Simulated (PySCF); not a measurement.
Consider BF (charge −1, doublet).

| atom | x (Å) | y (Å) | z (Å) |
| --- | --- | --- | --- |
| B | 0.0000 | 0.0000 | -0.8560 |
| F | 0.0000 | 0.0000 | 0.4960 |

The calculation used PBE0/aug-cc-pVDZ(-PP), non-relativistic Hamiltonian with scalar-relativistic core potentials where named, at a bond length of 1.352 Å (PySCF).

Q: What will maps of the electron density, electron localisation function and spin density show?

A: B–F (1.35 Å): ρ at the midpoint is about 1.9 e/Å³; the ELF peaks at about 0.85 between the atoms: a polar covalent bond.
The unpaired spin (1 electron) lies mostly on B1 (about 0.9) and F2 (about 0.1), in electrons by Hirshfeld's partition.

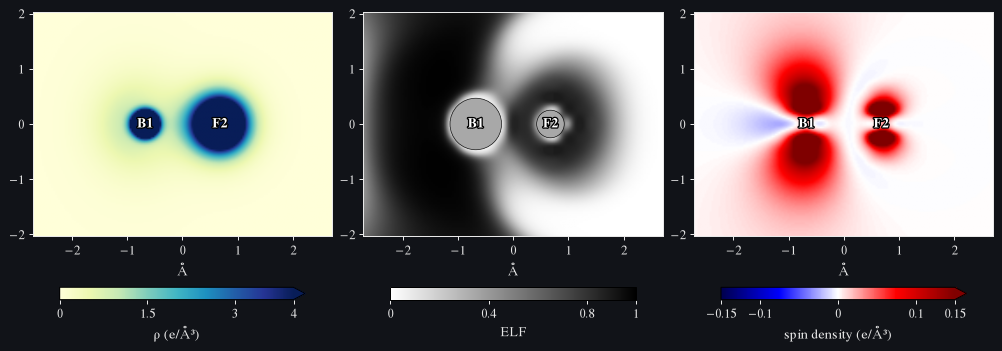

Computed electron density, electron localisation function and spin density on a plane that holds the molecular axis, in this order. Grey discs cover the atomic cores in the ELF map. 
